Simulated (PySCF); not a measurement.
# B2H2S (SMILES B1BS1): what the fields show

The calculation's input:

```
import pyscf.grad
from pyscf import gto, dft

mol = gto.M(
    atom='geometry.xyz',
    basis='def2-tzvpd',
    max_memory=3720,
    charge=0,
    verbose=3,
)

mf = dft.RKS(mol, xc='pbe0')
mf = mf.density_fit(auxbasis='def2-universal-jkfit')
mf.grids.level = 3
mf.max_cycle = 100
mf.conv_tol = 1e-09
mf.kernel()
if not mf.converged:
    mf = mf.newton().run(mf.mo_coeff, mf.mo_occ)

e_tot = mf.e_tot
print('E(%s) = %.9f' % ('PBE0', e_tot))
grad = mf.Gradients().kernel()
dip = mf.dip_moment()
pop, q = mf.mulliken_pop()
```

Launched as:

```sh
OMP_NUM_THREADS=2 python calc.py
```

Geometry: B3LYP-D4/def2-SVP.

The calculation used Gaussian-basis quantum chemistry of an isolated molecule with PySCF, energy and nuclear gradient, functional PBE0 (PySCF 2.14.0).

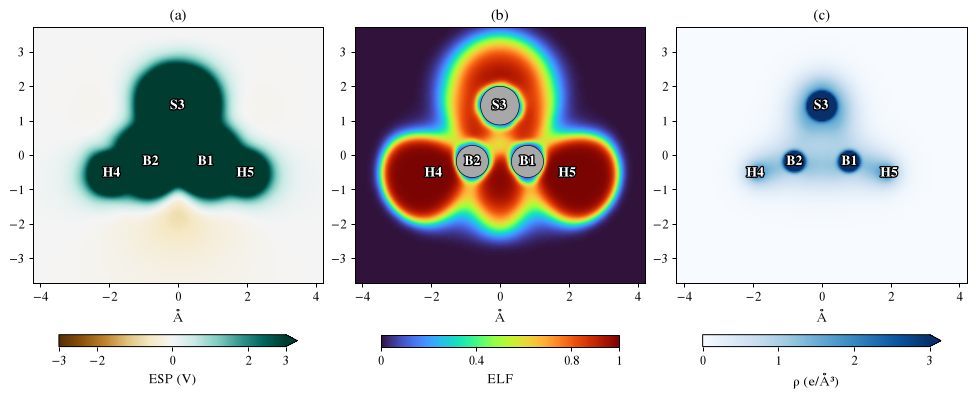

Figure 1. (a) electrostatic potential; (b) electron localisation function; (c) electron density on the molecular plane. Grey discs cover the atomic cores in the ELF map.

Interpret the plot.

Atoms in the plane: B, S and H. B–B (1.60 Å): ρ is about 1.1 e/Å³ halfway; the ELF peaks at about 0.90 between the atoms, as expected for localised, covalent bonding. B–S (1.81 Å): ρ at the midpoint is about 1.1 e/Å³; the ELF peaks at about 0.80 between the atoms: localised, covalent bonding. B–H (1.19 Å): ρ at the midpoint is about 1.3 e/Å³; the ELF climbs to about 1 towards the hydrogen, as it does in any bond to H; a covalent bond by its length. The ELF also peaks beside S3, away from the bonds: lone-pair regions. Outside the dense part of the molecule the potential is most negative (−0.8 V) near H4 and H5.

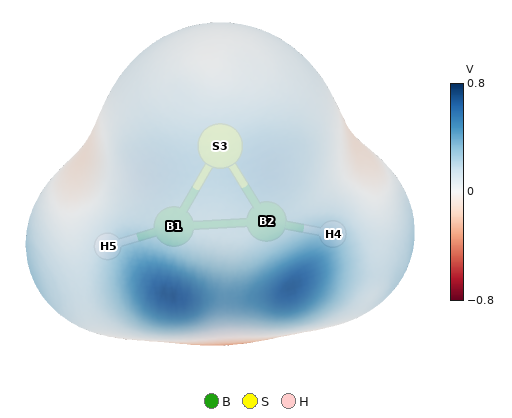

Figure 2. The molecular electrostatic potential painted on the density surface at 0.001 e/bohr³, seen at a tilt; red is negative and blue positive.

Describe the electrostatic potential map.

The most negative region (about −0.5 V) lies over H4, the most positive (about +0.7 V) over B1 and B2.

How polar is the molecule by this calculation?

Its dipole moment is 0.13 D.

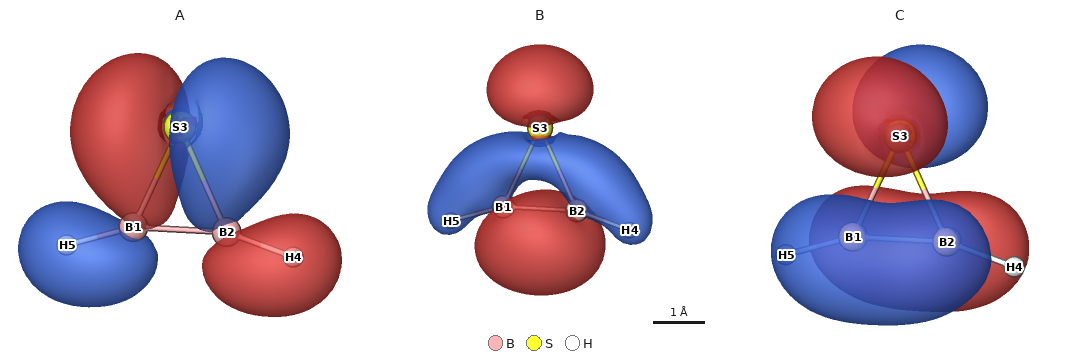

Figure 3. Three frontier orbitals at ±0.1 Å⁻³ᐟ² (red and blue are the two phases), in no order.

Order the three orbitals by energy and name them.

A is the HOMO−1 (−9.02 eV). By Hirshfeld shares it lies mainly on S3 (about 55 %), B1 (about 15 %), B2 (about 15 %), H4 (about 10 %) and H5 (about 10 %); it is symmetric in the molecular plane (an in-plane orbital: σ, lone-pair or in-plane π type). B is the HOMO (−7.59 eV). By Hirshfeld shares it lies mainly on B1 (about 30 %), B2 (about 30 %) and S3 (about 30 %); it is symmetric in the molecular plane (an in-plane orbital: σ, lone-pair or in-plane π type). C is the LUMO (−2.50 eV). It lies mainly on S3 (about 35 %), B1 (about 30 %) and B2 (about 30 %); it changes sign across the molecular plane (π type); π-bonding across B1–B2; π-antibonding (a node) across B1–S3 and B2–S3.

What is the HOMO–LUMO gap?

5.09 eV between the orbital energies.
